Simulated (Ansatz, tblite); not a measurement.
Bond stretch in SMILES CN. The C1–H7 bond (C1 also carries H, H, N; H7 carries nothing else) is stretched with both fragments frozen at the PBE0/def2-TZVP optimised geometry.

```
7

C      0.0000     0.0000     0.0000
N     -1.2073    -0.6500    -0.4815
H      0.9445    -0.4527    -0.3353
H      0.0000     1.0449    -0.3183
H     -1.2317    -0.6515    -1.4931
H     -1.2317    -1.6181    -0.1881
H      0.0000     0.0000     1.0923
```

- UHF/cc-pVTZ (Ansatz, a program for electronic structure)
- RCCSD = CCSD on RHF/cc-pVTZ, frozen core run with Ansatz
- RKS-PBE0 = Ansatz with restricted PBE0/cc-pVTZ
- GFN2-xTB, 300 K electronic temperature (tblite)

Energies are in kcal/mol, each relative to the lowest point of its own curve near equilibrium.

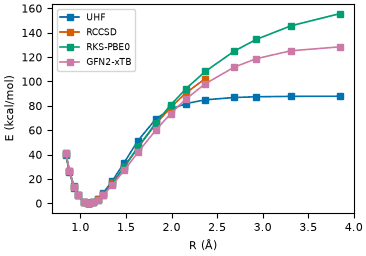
*Energy against bond length for each method.*

```csv
R / Å,UHF,RCCSD,RKS-PBE0,GFN2-xTB
0.84,39.8,40.6,40.9,41.4
0.88,25.4,26.1,26.4,26.3
0.93,12.9,13.6,13.8,13.4
0.97,6.5,7.0,7.2,6.9
1.04,0.8,1.0,1.1,1.0
1.08,0.0,0.0,0.1,0.0
1.09,0.0,0.0,0.0,0.0
1.14,1.2,0.9,0.8,0.8
1.19,3.8,3.2,3.1,2.9
1.25,8.5,7.3,7.1,6.7
1.35,18.4,16.3,16.1,14.9
1.48,33.3,29.9,29.7,27.0
1.63,51.3,45.8,45.9,41.7
1.83,69.4,65.3,66.2,60.3
1.99,77.2,78.8,80.7,73.5
2.16,81.9,90.7,94.2,85.7
2.37,84.9,102.3,108.2,98.1
2.69,86.9,—,125.0,111.8
2.93,87.4,—,134.5,118.7
3.31,87.8,—,145.7,125.2
3.85,87.9,—,155.7,128.4
```

At the longest distance, 3.85 Å, RKS-PBE0 lies highest above its minimum (155.7 kcal/mol) and UHF lowest (87.9 kcal/mol).

A dash means that the run gave no value there, or that the column was ended at a point which the program doubted or which failed a test of continuity chosen for this set; such a test can also cut sound points.

The unrestricted determinant behind UHF is spin-contaminated at 1.83 to 3.85 Å (<S²> up to 1.0, against 0.00 for a pure singlet). The T1 diagnostic of CCSD on the restricted reference of RCCSD exceeds 0.045 at 2.69 to 3.85 Å. The restricted form behind RKS-PBE0 keeps the bonding electrons paired and can't separate into open-shell fragments.
